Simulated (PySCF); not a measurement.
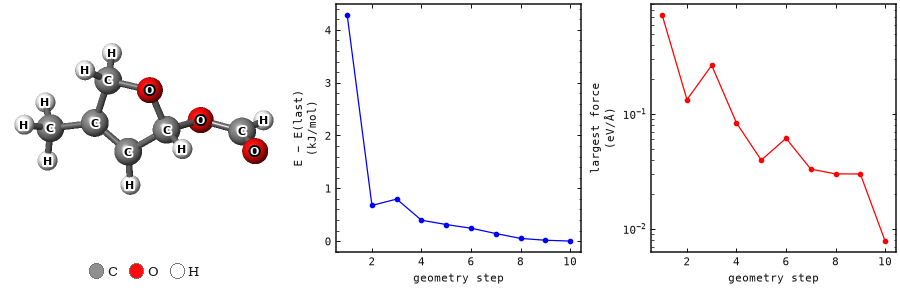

Beside the plot: the molecule at the start.

History of a geometry optimisation.

System: C6H8O3 (SMILES CC1=C[C@@H](OC=O)OC1).
Method: PBE0-D3(BJ)/def2-SVP, geometry optimisation in PySCF.

> How did the optimisation end?

The optimisation met its thresholds at geometry 10, counting the start as the first. The energy fell by about 4.3 kJ/mol from the first step to the last, with a rise at step 3. The largest force goes from about 0.73 eV/Å at the start to 8 × 10⁻³ eV/Å at the end.
